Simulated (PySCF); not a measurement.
C₅H₁₃O₂Si, SMILES C(O[Si](OCC)C)C, doublet, GFN2-xTB optimised geometry. Atoms within 1.6 Å of the plane z = 1.0 Å (x, y, z in Å): Si4 (0.68, -1.11, 0.00), C5 (2.59, -1.11, 0.00), O6 (0.26, 0.47, 0.00), C7 (-0.97, 1.04, -0.34), C8 (-2.05, 0.70, 0.68), H15 (2.98, -0.58, 0.86), H16 (2.97, -2.12, 0.02), H18 (-0.81, 2.12, -0.38), H19 (-2.98, 1.19, 0.42), H20 (-2.21, -0.38, 0.69), H21 (-1.74, 1.01, 1.67).

Level of theory: unrestricted PBE0/def2-SVP (PySCF 2.14.0). Cells within 0.4 Å of a nucleus heavier than hydrogen are left out (blank, or x).

Map of the HOMO−1 amplitude (α) (bohr^(-3/2)) on the plane z = 1.0 Å; orbital energy -8.04 eV, overall sign arbitrary:

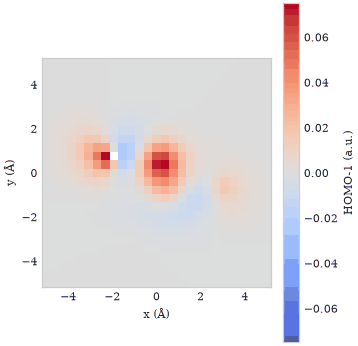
Figure: HOMO−1 amplitude (α) (bohr^(-3/2)) on the plane z = 1.0 Å.
